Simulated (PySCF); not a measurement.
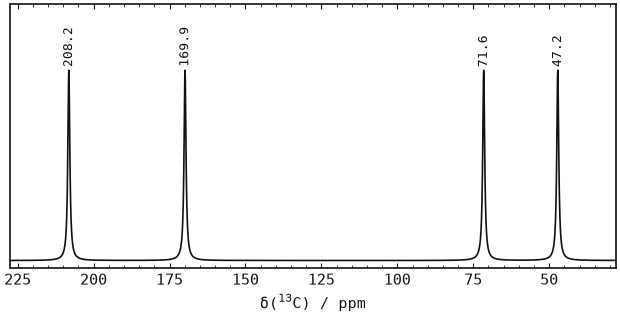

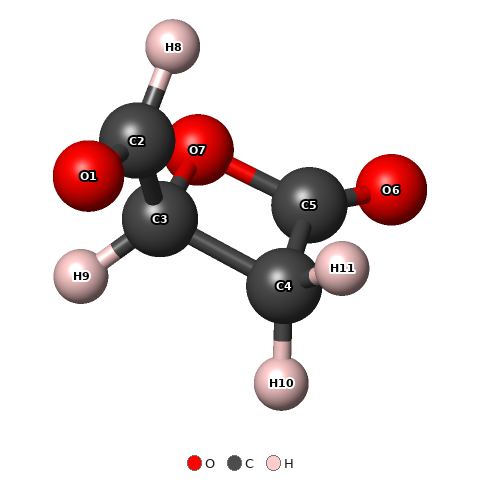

Spectrum and numbered structure of C₄H₄O₃, SMILES O=C[C@@H]1CC(=O)O1. GIAO shifts, PBE0/pcSseg-1, PySCF 2.14.0, at a GFN2-xTB geometry (no frequency check), against TMS for ¹³C computed at the same level. Gas phase, fully decoupled, line heights follow the number of nuclei, widths are arbitrary (no quadrupolar broadening); values of one conformer, averaged over methyl-type rotors and exact or near symmetry; other conformers aren't averaged in.

> Which atoms give which ¹³C line?

```tsv
δ (ppm)	nuclei	atoms
208.2	1	C2
169.9	1	C5
71.6	1	C3
47.2	1	C4
```

Known limits of this run: the tight-binding geometry is rougher than a DFT one and adds to the error.
